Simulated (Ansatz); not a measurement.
**Resistivity from frozen vibrations: Rh(111) with 4 thermally displaced layers, 2x2**

Wanted: the phonon-limited resistivity of Rh at 180 K by the Landauer route.

Calculated with Ansatz 0.2.0; Ansatz plane-wave DFT, PBE, PAW files; ballistic transport by layer matching (Landauer), zero bias; PAW set soft_1.

**1. Set-up**

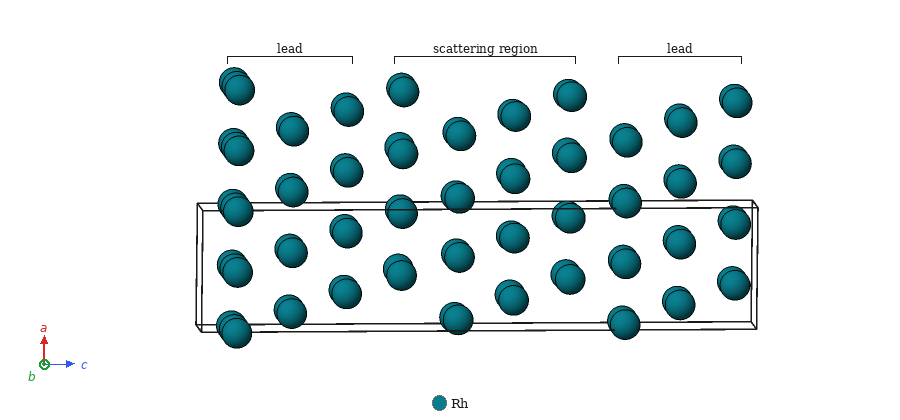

The cell as given, from the side, with the c axis across the page (rhodium blue). 2×1×1 cells are drawn. Some periodic images of atoms are drawn too.

The cell holds 40 atoms: 40 Rh. Cell: a = 5.378 Å, b = 5.378 Å, c = 22.012 Å, α = 93.5°, β = 86.5°, γ = 120.0°. It derives from Rh. Regions: lead, 24 atoms (24 Rh); scattering region, 16 atoms (16 Rh). The structure is stacked along c, and the current runs across the ab planes.

**2. With 4 displaced layers**

Each atom of 4 layers is moved at random, by amounts drawn from a normal law 0.0362 Å wide in each direction from the Debye model (480 K) at 180 K. The layers about the cell's end stay perfect and serve as the lead. Disorder leaves little or no symmetry, which makes such runs dear. Energies from -0.05 to 0.05 eV in steps of 0.05 eV are too few for the program's thermal sum, so it prints no conductance; for a metal the transmission near the Fermi level serves, at a fraction of the cost.

Contents of input.yaml:

```yaml
crystal:
  lattice:
    - [5.3783955991, 0.0, 0.0]
    - [-2.6891977995, 4.6578272204, 0.0]
    - [1.3445988998, -0.7763045367, 21.9572080876]
  atoms:
    - { symbol: Rh, position: [0.9916666667, 0.0083333333, 0.05] }
    - { symbol: Rh, position: [0.9916666667, 0.5083333333, 0.05] }
    - { symbol: Rh, position: [0.4916666667, 0.0083333333, 0.05] }
    - { symbol: Rh, position: [0.4916666667, 0.5083333333, 0.05] }
    - { symbol: Rh, position: [0.1416666667, 0.3583333333, 0.15] }
    - { symbol: Rh, position: [0.1416666667, 0.8583333333, 0.15] }
    - { symbol: Rh, position: [0.6416666667, 0.3583333333, 0.15] }
    - { symbol: Rh, position: [0.6416666667, 0.8583333333, 0.15] }
    - { symbol: Rh, position: [0.2916666667, 0.2083333333, 0.25] }
    - { symbol: Rh, position: [0.2916666667, 0.7083333333, 0.25] }
    - { symbol: Rh, position: [0.7916666667, 0.2083333333, 0.25] }
    - { symbol: Rh, position: [0.7916666667, 0.7083333333, 0.25] }
    - { symbol: Rh, position: [0.9418235118, 0.0574830115, 0.3510553364] }
    - { symbol: Rh, position: [0.9401924816, 0.5542714803, 0.3505958634] }
    - { symbol: Rh, position: [0.4543110384, 0.0654971286, 0.3488403324] }
    - { symbol: Rh, position: [0.430721447, 0.5535029897, 0.3500681] }
    - { symbol: Rh, position: [0.0755175862, 0.4062915412, 0.4479468947] }
    - { symbol: Rh, position: [0.084713322, 0.9040185738, 0.4494787769] }
    - { symbol: Rh, position: [0.5985203836, 0.4163964389, 0.449788191] }
    - { symbol: Rh, position: [0.5981792327, 0.9032625377, 0.4505792446] }
    - { symbol: Rh, position: [0.248314041, 0.2588594366, 0.5487748063] }
    - { symbol: Rh, position: [0.2336275135, 0.7548381231, 0.550362854] }
    - { symbol: Rh, position: [0.7341058163, 0.2566646942, 0.5497376171] }
    - { symbol: Rh, position: [0.7460413138, 0.7600984406, 0.5505856098] }
    - { symbol: Rh, position: [0.8865493413, 0.1075417899, 0.6512918935] }
    - { symbol: Rh, position: [0.8964075047, 0.598968508, 0.6524947569] }
    - { symbol: Rh, position: [0.4036829802, 0.1144753143, 0.6504357898] }
    - { symbol: Rh, position: [0.3946794655, 0.620197843, 0.6532302604] }
    - { symbol: Rh, position: [0.0416666667, 0.4583333333, 0.75] }
    - { symbol: Rh, position: [0.0416666667, 0.9583333333, 0.75] }
    - { symbol: Rh, position: [0.5416666667, 0.4583333333, 0.75] }
    - { symbol: Rh, position: [0.5416666667, 0.9583333333, 0.75] }
    - { symbol: Rh, position: [0.1916666667, 0.3083333333, 0.85] }
    - { symbol: Rh, position: [0.1916666667, 0.8083333333, 0.85] }
    - { symbol: Rh, position: [0.6916666667, 0.3083333333, 0.85] }
    - { symbol: Rh, position: [0.6916666667, 0.8083333333, 0.85] }
    - { symbol: Rh, position: [0.8416666667, 0.1583333333, 0.95] }
    - { symbol: Rh, position: [0.8416666667, 0.6583333333, 0.95] }
    - { symbol: Rh, position: [0.3416666667, 0.1583333333, 0.95] }
    - { symbol: Rh, position: [0.3416666667, 0.6583333333, 0.95] }
kpoints:
  mp_grid: { grid: [5, 5, 1] }
hamiltonian:
  xc: pbe
  pseudopotentials: { kind: paw, azcp: { folder: soft_1 } }
scf:
  occupations: { method: fermi_dirac, width: 0.1 }
output:
  transmission:
    leads: [[0, 4]]
    kmesh: [10, 10]
    e_range: [-0.05, 0.05]
    de: 0.05
  write_potential: true
  write_density: true
  volumetric_format: npy
  elf: true
```

On the command line:

```console
ansatz run input.yaml --threads 4 --pin off --max-ram 15360MiB --backend cpu --events-out ev --progress --plain --runs-dir out
```

Numbers of over 12 decimals in the logs are rounded to 6 here.

What it wrote:

```text
Engine: ansatz 0.2.0, aarch64-unknown-linux-gnu
Pseudopotentials: kind: paw
Pseudopotential: Rh, paw, valence charge 17, recommended cutoff 420 eV (normal), soft_1/Rh.paw.azcp
Functional definition: PBE
  parameter kappa = 0.804
  parameter beta = 0.066725
  exchange = pbe_x(kappa = kappa, mu = beta*pi^2/3)
  correlation = pbe_c(beta = beta)
Crystal: 40 atoms, lattice volume = 550.064 Å³
Basis set: ecut = 420 eV, 10671 PW (Γ)
Bands: 408, of which v1, the nominal top of the filled ones, is band 340 counted from 1 (339 counted from 0)
Symmetry: 1 space group operations
Space group: P1 (ITA 1), of the structure as read, at distance tolerance 8.2e-5 Å
k-points: 13 of 25 (time reversal used)
Non-local potential: Rh, projectors of the file, l = 0: 3, l = 1: 2, l = 2: 2, l = 3: 1
PAW form: soft (Blöchl's): semilocal exchange-correlation on the pseudo side does not see the compensation charge
PAW one-centre angular grid: Rh, 590 points (default); XC on 64 Gauss nodes
Initial density: superposition of atomic densities (chi_scale 0.1, normalization cell)
Initial wavefunctions: pseudopotential atomic-orbital guess
Functional: x = pbe(κ = 0.804, μ = 0.219515), c = pbe(β = 0.066725)
SCF iter   1: F=—  HF=-256136.650452 eV  |F-HF|=—  |Δ(HF+E_count)|=         —  Δρ=1.10e-1  dr2=6.18e1  ethr=3.10e-3  ⟨swp⟩=4.5  Hψ=14912  notcnv=0  defer=61
preconditioner: auto → Kerker (q_TF=auto, 2.826 Å⁻¹)  [metal: Δε(μ)=0.019 eV  Ē_g=6.390 eV  σ=0.100 eV  W_gap=0.05  n_scr=228 (ndim 8)  ℏωp=30.0 eV  f_vac=0.000  D(μ)=45.12/eV (n_scr^D=540)]
SCF iter   2: F=—  HF=-256121.458846 eV  |F-HF|=—  |Δ(HF+E_count)|=    1.52e1  Δρ=5.10e-2  dr2=1.28e1  ethr=3.10e-3  ⟨swp⟩=2.1  Hψ=8975  notcnv=0  defer=266
SCF iter   3: F=—  HF=-256118.062149 eV  |F-HF|=—  |Δ(HF+E_count)|=    3.40e0  Δρ=1.02e-2  dr2=2.85e-1  ethr=1.89e-3  ⟨swp⟩=2.0  Hψ=7936  notcnv=0  defer=266
SCF iter   4: F=—  HF=-256118.077498 eV  |F-HF|=—  |Δ(HF+E_count)|=   1.53e-2  Δρ=1.21e-3  dr2=6.38e-3  ethr=4.19e-5  ⟨swp⟩=2.0  Hψ=9630  notcnv=0  defer=266
SCF iter   5: F=—  HF=-256118.078586 eV  |F-HF|=—  |Δ(HF+E_count)|=   1.09e-3  Δρ=2.93e-4  dr2=3.54e-4  ethr=9.38e-7  ⟨swp⟩=2.0  Hψ=7248  notcnv=0  defer=266
SCF iter   6: F=—  HF=-256118.078584 eV  |F-HF|=—  |Δ(HF+E_count)|=   2.26e-6  Δρ=6.15e-5  dr2=2.14e-5  ethr=5.20e-8  ⟨swp⟩=2.4  Hψ=8922  notcnv=0  defer=266
SCF iter   7: F=—  HF=-256118.079579 eV  |F-HF|=—  |Δ(HF+E_count)|=   9.95e-4  Δρ=1.77e-5  dr2=1.91e-6  ethr=3.15e-9  ⟨swp⟩=2.7  Hψ=9384  notcnv=0  defer=266
SCF iter   8: F=—  HF=-256118.079578 eV  |F-HF|=—  |Δ(HF+E_count)|=   1.68e-7  Δρ=2.73e-6  dr2=2.11e-7  ethr=2.81e-10  ⟨swp⟩=2.0  Hψ=7177  notcnv=0  defer=266
SCF iter   9: F=-256118.079578 eV  HF=-256118.079578 eV  |F-HF|=2.19e-8  |Δ(HF+E_count)|=   2.15e-9  Δρ=1.18e-6  dr2=2.44e-8  ethr=1.47e-11  ⟨swp⟩=7.6  Hψ=13071  notcnv=0
SCF 1 converged in 9 iterations: F = -256118.079578 eV  dr2 = 2.44e-8
  greatest PAW one-centre occupation: 1.000 electrons in one spin orbital (limit 2), on the Rh atom at site 28 (counted from 0), in its partial waves of l = 0
transmission: 205 of 2028 steps passed
transmission: 406 of 2028 steps passed
[...]
transmission: 2028 of 2028 steps passed
SCF converged after 9 iterations
Free energy (F): -256118.079578 eV
Harris-Foulkes:  -256118.079578 eV  (|F-HF|=2.19e-8)
Internal energy: -256116.352498 eV  (E = F + TS)
E sigma→0 (E₀):  -256117.216038 eV
Entropy (-TS):   -1.727080 eV (-43.177 meV/atom)
Fermi energy:    22.410001 eV
--- Per-component energies (eV) ---
  E_band       = -3398.137631
  E_kinetic    = 21506.687649
  E_local      = -58949.197333  (includes V_loc(G=0)·N_el)
  E_nonlocal   = 11924.250638
  E_hartree    = 21910.755912
  E_xc         = -8080.354648
  E_vxc        = -10140.985787  (∫ρ·V_xc dr)
  E_paw        = -144133.535431  (= ΣΔE_a)
  E_vpaw       = -11560.427056  (= ΣTr[D̂ρ^β])
  E_aug_tail   = 0.003184  (compensation charges beyond the density's cutoff)
  E_ewald      = -100294.962470
  E_smearing   = -1.727080  (= −TS)
  E_closure    = -0.000000  (closes the sum)
  Σ components = -256118.079578   (vs F -256118.079578, Δ=0.00e0)
--- Band table (eV; the first three rows and the last of 13) ---
  k-point 0: bands = [... 336 lower, 22.9771, 22.9774, 22.9799, 22.9815, 22.9979, 23.0009, 23.0027, 23.0073, ... 64 higher]
  k-point 1: bands = [... 336 lower, 22.5918, 22.6261, 22.6404, 22.6586, 22.6601, 22.6735, 22.6929, 22.7260, ... 64 higher]
  k-point 2: bands = [... 336 lower, 21.8396, 21.8825, 21.9175, 22.0085, 22.0248, 22.0427, 22.0975, 22.1433, ... 64 higher]
  k-point 12: bands = [... 336 lower, 22.3827, 22.3883, 22.4045, 22.4281, 22.4450, 22.4510, 22.4624, 22.4923, ... 64 higher]
--- Transmission ---
  basis      : 211 plane waves across, 39 finite elements along
  points     : 52, standing for a mesh of 10 x 10
  energies   : 3 from -0.050000 to 0.050000 eV about the Fermi level, 0.050000 eV apart; the leads are filled to 0.000000 eV, and channels, transmission and decay are at 0.000000 eV
  crystal 0  : Rh4, at the sites [0, 4], period 2.1957 Å, over 13.17 Å; its Hamiltonian steps by up to 4.2 meV
    offset         : up to 0.0000 Å between an atom of the period and one for which it stands
    channels       : 7.200000e0 a spin
    conductance    : none, the energies end too early or step too widely for 300 K: set another output.transmission.e_range or a lower de, or, where they end at an eighth of basis.ecutwfc, a higher one
  junction   : crystal 0 to crystal 0, 0.70 to 20.46 Å
    transmission   : 6.677299e0 a spin
    conductance    : none, the energies end too early or step too widely for 300 K: set another output.transmission.e_range or a lower de, or, where they end at an eighth of basis.ecutwfc, a higher one
```

It took 7.9 min on 4 threads of Arm Neoverse V1, shared host; peak memory 5 GiB.

This step gave:

```
free energy                                    : -256118.0796 eV
energy at zero smearing                        : -256117.2160 eV
Fermi energy                                   : 22.41 eV
cell area                                      : 25.05 Å²
transmission per spin nearest the Fermi level  : 6.677
open channels per spin nearest the Fermi level : 7.2
step of the lead's potential                   : 4.2 meV
```

Per spin. The transmission, zone mean by energy, zero at the Fermi level:

```tsv
energy (eV)	transmission, zone mean
-0.0500	6.47
0.0000	6.68
0.0500	6.70
```

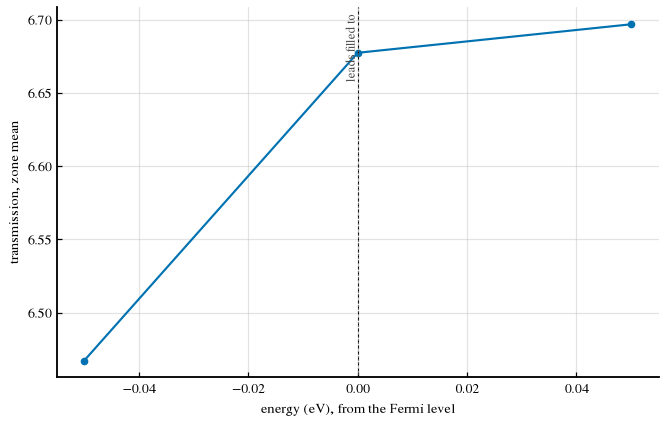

Transmission, zone mean against energy.

Per spin. Open channels, zone mean, lead against energy, zero at the Fermi level:

```tsv
energy (eV)	open channels, zone mean, lead
-0.0500	6.72
0.0000	7.2
0.0500	7.08
```

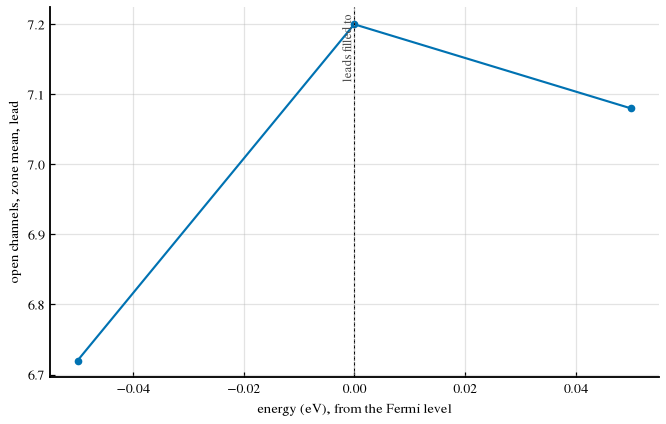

Open channels, zone mean, lead, plotted against energy.

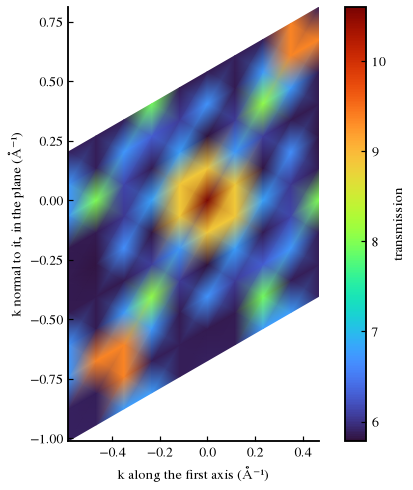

Transmission over k1 and k2. At 0.0000 eV from the Fermi level.

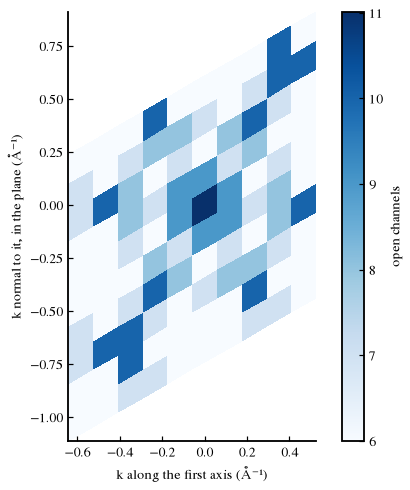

Open channels over k1 and k2. At 0.0000 eV from the Fermi level.

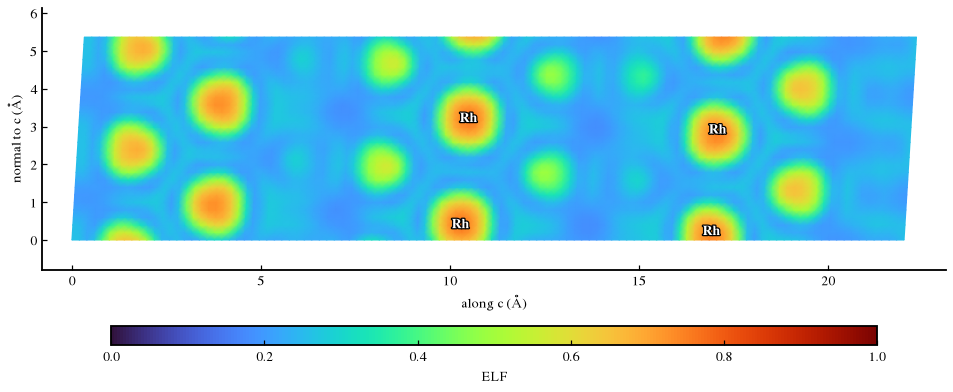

ELF in the ca plane at fractional y = 0.416, with atoms of Rh within 0.2 Å of it. It is the smooth field of the valence electrons, not physical close to the nuclei.

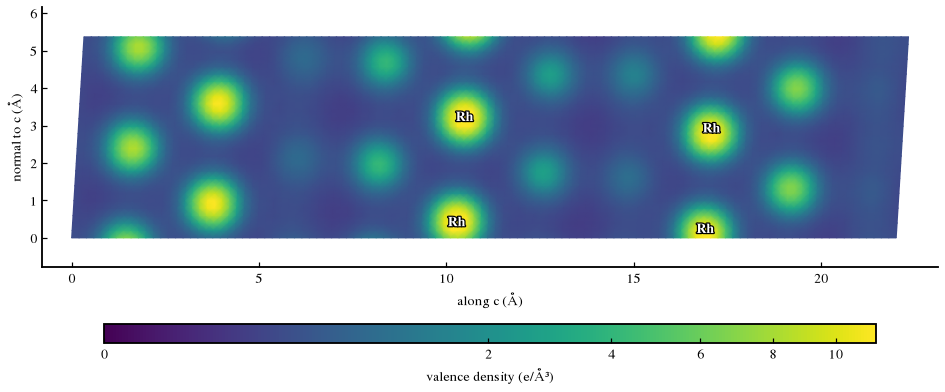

Valence density in the ca plane at fractional y = 0.416, with atoms of Rh within 0.2 Å of it. It is the smooth field of the valence electrons, not physical close to the nuclei. The colour scale is stretched toward low values.

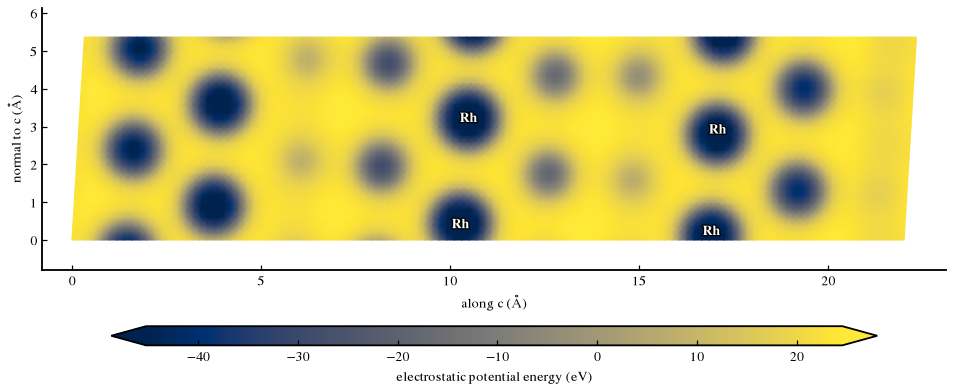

Electrostatic potential energy in the ca plane at fractional y = 0.416, with atoms of Rh within 0.2 Å of it. With pseudopotentials it is smooth inside the atoms' cores, unlike the true potential.

Over the solved energies the transmission per spin lies between 6.47 and 6.70, out of 7 channels of the lead on average (up to 7.2).

[end of part 1 of 2]

[Logs are printed without paths, hosts, clocks, repeated set-up lines and the standing remarks that a program may print on its own settings, such as how far it seeks lower states.]

[Hosts, paths, dates, database ids (printed as entryN), source tags and the programs' standing remarks are cut or masked in the printed files.]
